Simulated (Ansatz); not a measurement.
**CH$_{7}$NO$_{2}$Si$_{2}$: density, localisation and related maps**

| atom | x (Å) | y (Å) | z (Å) |
| --- | --- | --- | --- |
| N | -1.4224 | -1.3014 | 0.6814 |
| Si | -0.2783 | -0.1591 | 0.0626 |
| Si | 1.9053 | -0.7362 | 0.7294 |
| O | -0.5209 | 0.3202 | -1.6539 |
| C | -0.7667 | 1.7188 | -1.2379 |
| O | -0.7234 | 1.5757 | 0.2334 |
| H | -2.4143 | -1.2173 | 0.5022 |
| H | -1.1681 | -2.1013 | 1.2429 |
| H | 2.8696 | 0.1814 | 0.0413 |
| H | 2.2093 | -2.1587 | 0.3518 |
| H | 2.0452 | -0.5858 | 2.2174 |
| H | 0.0367 | 2.3728 | -1.5866 |
| H | -1.7518 | 2.0561 | -1.5694 |

All numbers below come from Ansatz 0.2.0, RKS r2SCAN-D4/6-31G.

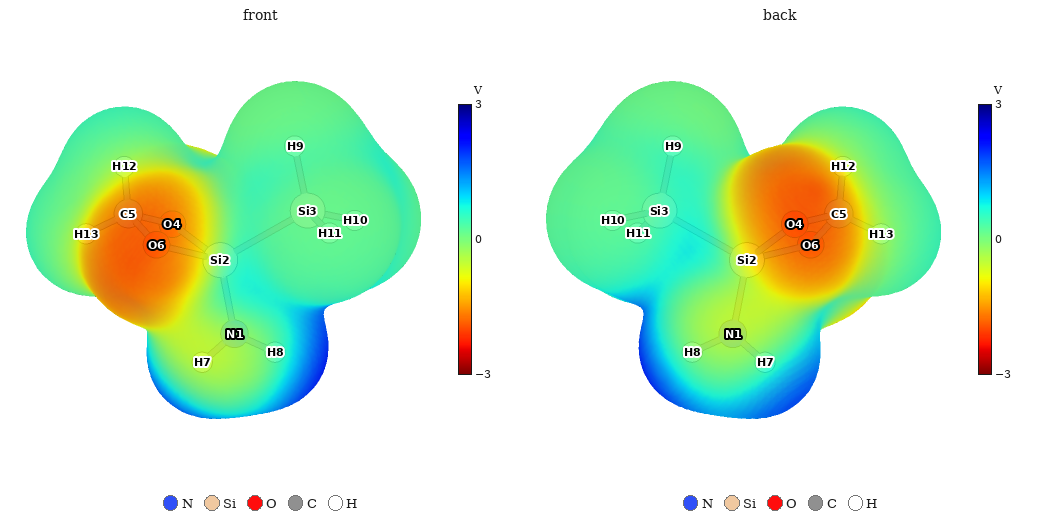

Figure 1. The electrostatic potential painted on the density surface at 0.001 e/bohr³, seen from the front and from behind; the colour scale runs from red (negative) to blue (positive).

**Which sites attract a positive test charge, and which a negative one?**

A positive charge is drawn to the negative regions and a negative charge to the positive ones. The most negative region (about −1.9 V, or −44 kcal/mol for a unit charge) lies over O4 and O6, the most positive (about +2.0 V, or +46 kcal/mol for a unit charge) over H8.

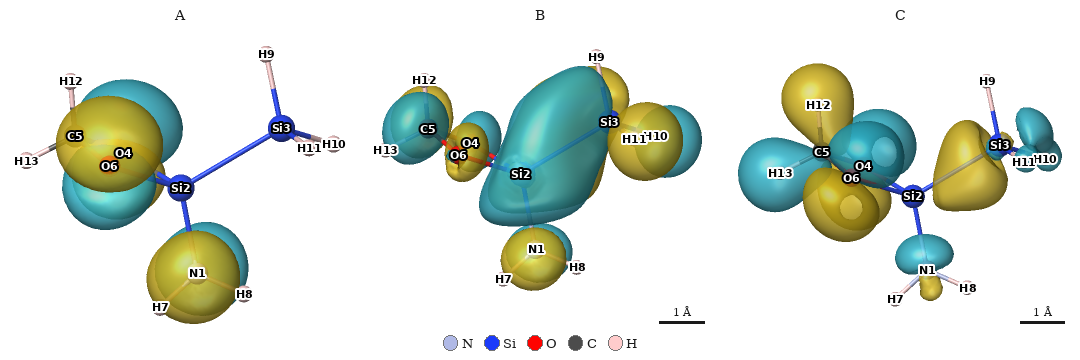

Figure 2. Three frontier orbitals at ±0.08 Å⁻³ᐟ² (yellow and cyan are the two phases), in no order.

**Order the three orbitals by energy and name them.**

A is the HOMO−1 (−6.56 eV). It lies mainly on O6 (about 35 %), O4 (about 35 %) and N1 (about 15 %); largely a combination of lone pairs on O6, O4 and N1. C is the HOMO (−6.21 eV). By Hirshfeld shares it lies mainly on O6 (about 30 %), O4 (about 25 %), C5 (about 10 %), Si3 (about 5 %), H13 (about 5 %) and H12 (about 5 %). B is the LUMO (−0.79 eV). It lies mainly on Si2 (about 40 %), Si3 (about 20 %), N1 (about 10 %), C5 (about 5 %), H11 (about 5 %) and O4 (about 5 %).

**What is the HOMO–LUMO gap?**

5.42 eV between the orbital energies.

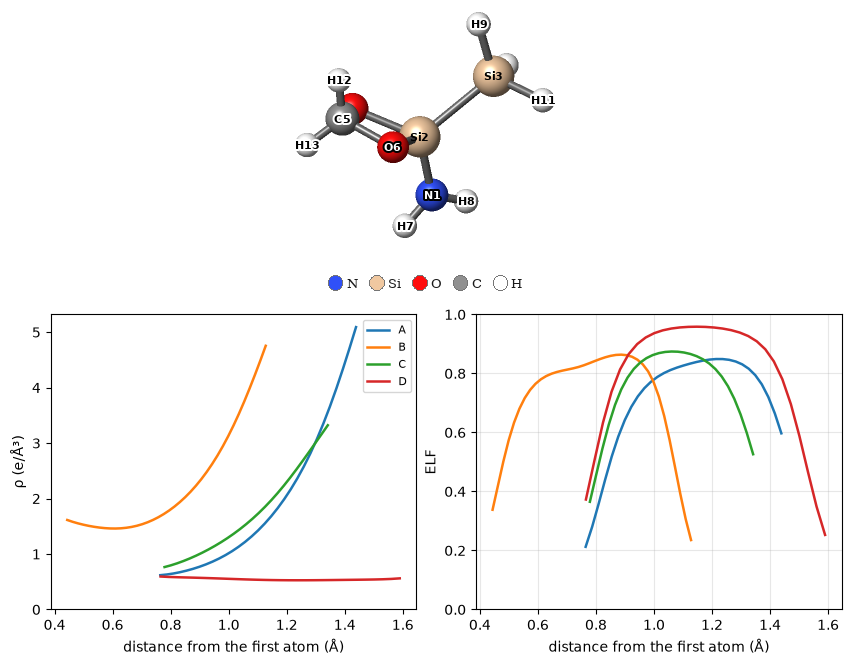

Figure 3. Total electron density and ELF along straight lines between neighbouring atoms. The curves leave out the atomic cores. The structure is drawn too.

**Which curve belongs to which contact (C–O, Si–N, Si–O and Si–Si)? The first atom named is at distance zero.**

Curve A: Si–O (1.80 Å): the density is about 0.77 e/Å³ at the midpoint; the ELF peaks at about 0.85 between the atoms: a polar covalent bond. Curve B: C–O (1.48 Å): ρ at the midpoint is about 1.6 e/Å³; the ELF peaks at about 0.85 between the atoms (a shared but strongly polarised pair). Curve C: Si–N (1.73 Å): ρ is about 0.92 e/Å³ halfway; the ELF peaks at about 0.85 between the atoms; a shared but strongly polarised pair. Curve D: Si–Si (2.35 Å): ρ is about 0.53 e/Å³ halfway; the ELF peaks at about 0.95 between the atoms; a covalent bond.
